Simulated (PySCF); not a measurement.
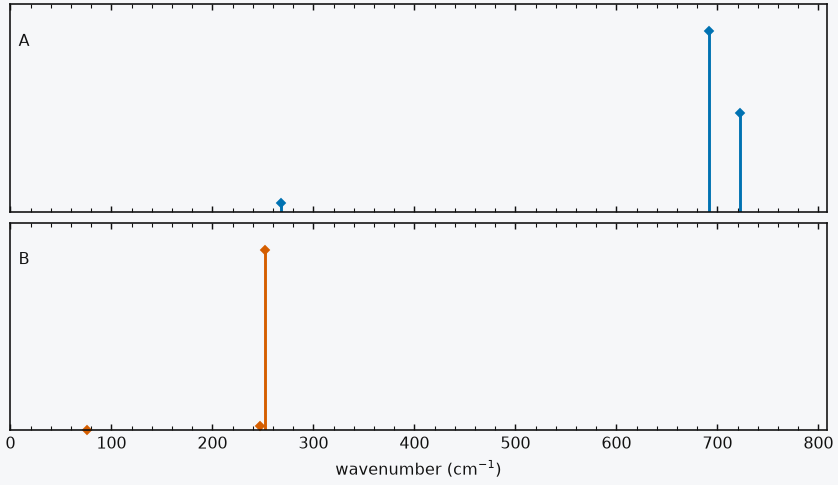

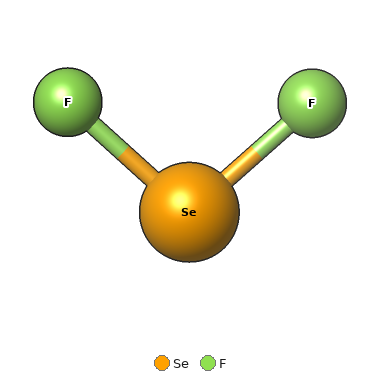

Harmonic infrared lines of SeF₂ and SeI₂, all C2v singlets, each the lowest point that its search found (SeF₂ is drawn); the ligand atom changes down one group of the periodic table. PBE0/def2-TZVP (core potentials past Kr), PySCF 2.14.0, unscaled, no spin-orbit coupling; each panel is scaled to its strongest line, degenerate modes are one line with their intensities summed, and dots on the axis are modes too weak to show or inactive.

Which panel belongs to which molecule?

Answer. A: SeF₂ (strongest line 691.3 cm⁻¹); B: SeI₂ (strongest line 251.9 cm⁻¹).

How do the bond length and the stretches change along the series?

Answer. Mean bond length: SeF₂ 1.730, SeI₂ 2.504 Å, rising down the group. Highest a1 mode: SeF₂ 722, SeI₂ 247 cm⁻¹, falling down the group.

Limits of at least one run: no scalar relativity.
